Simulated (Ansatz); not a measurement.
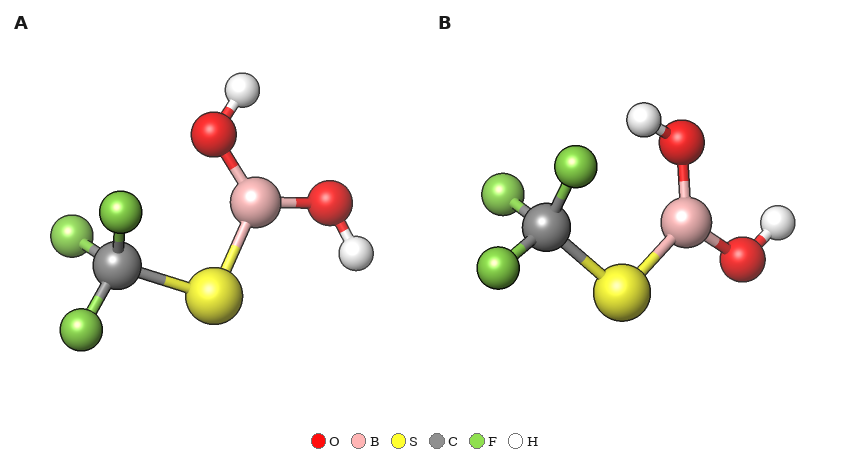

2 stationary structures of one formula. Geometries: PBE0-D4/def2-TZVP. Electronic energies: CCSD(T)/CBS (MP2 limit from def2-TZVPP and def2-QZVPP plus CCSD(T) − MP2) (Ansatz 0.2.0), without zero-point energy. No frequency run is at hand to confirm each as a minimum.

Rank them by energy, lowest first.

B is lowest; A lies 5.8 kJ/mol above it.

Give E(B) − E(A) in kJ/mol at these levels too: CCSD(T)/CBS (MP2 limit from def2-TZVPP and def2-QZVPP plus CCSD(T) − MP2); ωB97M-V/def2-TZVPP; RHF-CCSD(T) (frozen core)/def2-TZVPP; PBE0-D4/def2-TZVP; PBE-D4/def2-TZVPP; ωB97X-V/def2-TZVPP; r2SCAN-D4/def2-TZVPP; RHF-MP2 (frozen core)/def2-QZVPP.

| level | E(B) − E(A) (kJ/mol) |
| --- | --- |
| CCSD(T)/CBS (MP2 limit from def2-TZVPP and def2-QZVPP plus CCSD(T) − MP2) | −5.8 |
| ωB97M-V/def2-TZVPP | −6.7 |
| RHF-CCSD(T) (frozen core)/def2-TZVPP | −6.0 |
| PBE0-D4/def2-TZVP | −5.5 |
| PBE-D4/def2-TZVPP | −6.0 |
| ωB97X-V/def2-TZVPP | −5.9 |
| r2SCAN-D4/def2-TZVPP | −5.5 |
| RHF-MP2 (frozen core)/def2-QZVPP | −5.8 |
